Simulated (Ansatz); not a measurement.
Ligand exchange: GeH2(CH3)Cl + InH2I → GeH2(CH3)I + InH2Cl

Species: GeH2(CH3)Cl, singlet; InH2I `[InH2][I]`, singlet; GeH2(CH3)I, singlet; InH2Cl `[Cl][InH2]`, singlet. The partners trade Cl for I: Ge–Cl and In–I bonds give way to Ge–I and In–Cl.

Shapes, held fixed at every level: PBE0-D4/def2-TZVP. Programs: Ansatz 0.2.0. The zero-point and thermal change to 298 K, harmonic and unscaled (PBE0-D4/def2-TZVP), is -0.3 kJ/mol.

| level | kind | ΔH(298 K) (kJ/mol) | less CCSD(T)/def2-TZVPP |
| --- | --- | --- | --- |
| HF/def2-SVP | Hartree–Fock | +20.8 | +5.5 |
| HF/def2-TZVPP | Hartree–Fock | +20.3 | +5.0 |
| SPW92/def2-TZVPP | LDA | +14.7 | -0.6 |
| PBE-D4/def2-TZVPP | GGA | +12.8 | -2.5 |
| B2PLYP/def2-TZVPP | double hybrid | +15.5 | +0.2 |
| MP2/def2-TZVPP | perturbation theory | +15.8 | +0.5 |
| CCSD/def2-SVP | coupled cluster or CI | +18.7 | +3.4 |
| CCSD(T)/def2-TZVPP | coupled cluster or CI | +15.3 | 0.0 |

The highest level, CCSD(T)/def2-TZVPP, gives ΔH(298 K) = +15.3 kJ/mol; the levels span +12.8 to +20.8. The column of differences is taken from that level and isn't an error. No measured value is set beside it here. For atoms past krypton def2 sets carry core potentials with scalar relativity. Relativity is left out for Ge. Outer-core shells of Ge, I, In are correlated, in sets that cover them unevenly.

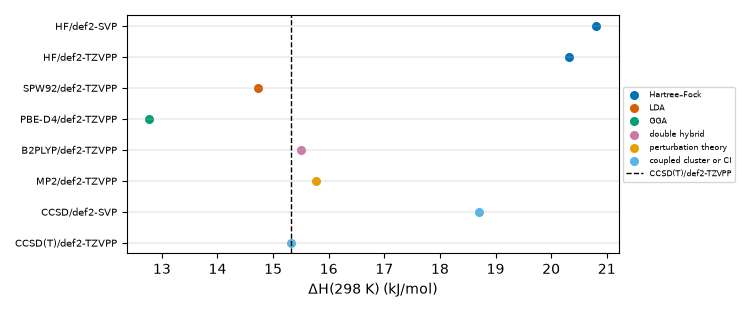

The values of the table, level by level.
